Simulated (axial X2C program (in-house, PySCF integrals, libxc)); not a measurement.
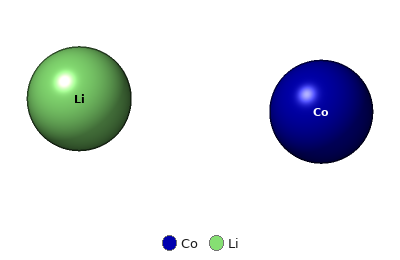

*The molecule at the reference distance of 2.700 Å.*

# CoLi⁺: relativistic diatomic calculation

- system: CoLi⁺, single determinant with Ω = 7/2. The distance is the PBE0 minimum at charge 1.
- method: expectation values, HF and Kohn-Sham, two-component X2C with atomic mean-field Coulomb and Gaunt terms, Co dyall-cv3z, Li dyall-cv3z (cores contracted) (axial X2C program (in-house, PySCF integrals, libxc))

**Log**
```
two-component X2C + atomic mean field  PBE0
basis functions 149  fitting functions 784  grid points 5087
iter        total energy     max residual
   1      -1399.956415483     5.11e-05
   2      -1399.956415528     4.12e-05
   3      -1399.956415583     5.63e-05
   4      -1399.956415591     1.58e-05
   5      -1399.956415593     8.69e-06
converged
one-electron -1961.47283933  Coulomb 607.38511830  exact exchange -15.04247720  xc functional -46.30575190  nuclear repulsion 15.87531633  atomic mean-field constant -0.39578179
```

**Expectation values by level of theory**

```csv
quantity,PBE0,HF,r2SCAN,TPSSh,B3LYP
effective field for an electron dipole moment (GV/cm),−0.115,−0.420,−0.133,−0.159,−0.0529
field gradient at the first nucleus (a.u.),−0.00563,−0.133,−0.0276,−0.0530,0.0293
field gradient at the second nucleus (a.u.),−0.0148,−0.0121,−0.0139,−0.0152,−0.0144
"A∥/gI, first nucleus (MHz)",421,437,460,433,412
"A∥/gI, second nucleus (MHz)",−1.03,−3.77,−1.44,−1.36,−0.565
```

Each column comes from one determinant with 3 or more unpaired spinors, which can mix states, in a basis with contracted cores. The levels disagree widely: the effective field runs from −0.420 to −0.0529 GV/cm and the field gradient at the first nucleus runs from −0.133 to 0.0293 a.u. They may not all have settled in the same state, and these values aren't reliable properties of the molecule.

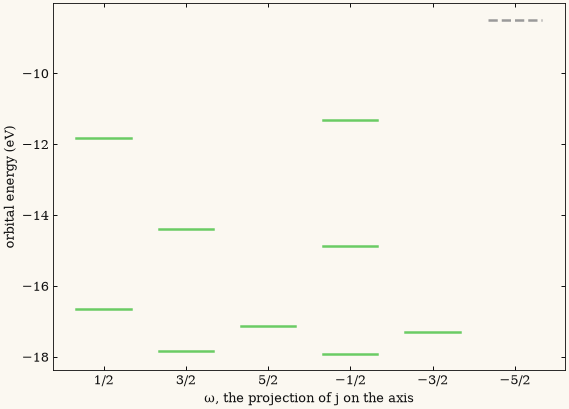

*Orbital energies (PBE0) near the frontier at 2.70 Å, filled (solid) and empty (dashed).*

The highest filled spinor (−1/2; 61 % Co s, 17 % Li p) lies at −11.31 eV, the lowest empty one (−5/2; 100 % Co d) at −8.50 eV.

**Input file**
```
{"zs": [27, 3], "q": 1, "bas": ["dyall-cv3z", "dyall-cv3z"], "r0": 2.44, "levels": ["PBE0", "HF", "r2SCAN", "TPSSh", "B3LYP"], "nst": 3}
```

The line is the task of a batch: nuclear charges, charge, bases, the levels to run, a first guess of the distance and further settings. This report covers the levels named above. The log is that of the reference distance, started from orbitals converged before.

The run was one of a batch that the task file lists, launched with:
```bash
python <driver script> task.json out
```

**Key numbers**

- outcome: converged; the levels of theory disagree widely
- hardware: 1 thread of Intel Xeon (Granite Rapids), 192 GiB of memory available, shared host
- wall time: 3.4 s
- peak memory: 0.28 GiB
